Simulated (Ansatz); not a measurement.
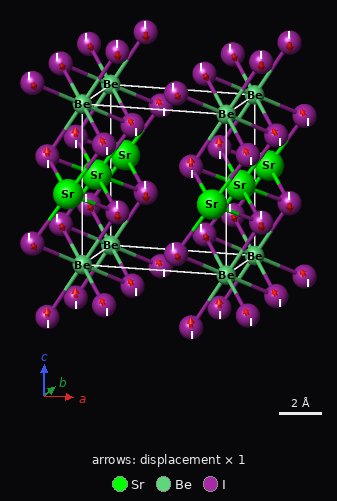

A relaxation of crystalline SrBeI4 (built on the CaPbI4-10 type type). The starting structure is drawn; red arrows show the displacements (the part carried along by the change of the cell is left out), at their true length.

A ball-and-stick model of the cell of the calculation, seen slightly off an axis.

Level of theory: Ansatz 0.2.0, DFT, PBEsol, plane waves, PAW. Settings: plane-wave cutoff 420 eV; k-point mesh 4 × 6 × 4; occupations fermi dirac; smearing width 0.03 eV; no spin polarisation; cell and atoms relaxed; force threshold 0.01 eV/Å; at most 120 steps.

Which element moves most?

Iodine: up to 0.50 Å, against 0.00 Å for strontium.

What did the optimiser do to the structure, and how much energy did it gain?

The energy falls by 290 meV per atom in 7 accepted moves (8 points after the start). The largest force component goes from 1.3 to 0.0053 eV/Å. Pressure: −1.91 GPa at the start and 0.00 GPa at the end. At 1 point the geometry stayed and the basis and grid were re-selected for the new cell (energy shift of 0.5 meV per atom at most each time). The largest moves relative to the cell, 0.50 Å, are those of I atoms. Sr and Be stay in place. The volume changes by −13.8 %, with a 7.203 → 6.866 Å (−4.7 %), b 4.502 → 4.126 Å (−8.4 %), c 7.862 → 7.755 Å (−1.4 %), β 90.2° → 91.3°. Among the contacts that change: Be–I 3.202 → 2.708 Å, Be–I 3.197 → 2.771 Å, I–Sr 3.114 → 3.217 Å. Bond angles that change, for instance: I–Sr–I 89.8° → 76.4°, I–Sr–I 90.2° → 103.6°, I–Sr–I 92.5° → 80.2°. The space group stays P2/m (No. 10).

Limits of the set-up: layers or molecules are held without a dispersion correction, so their spacing is unreliable.
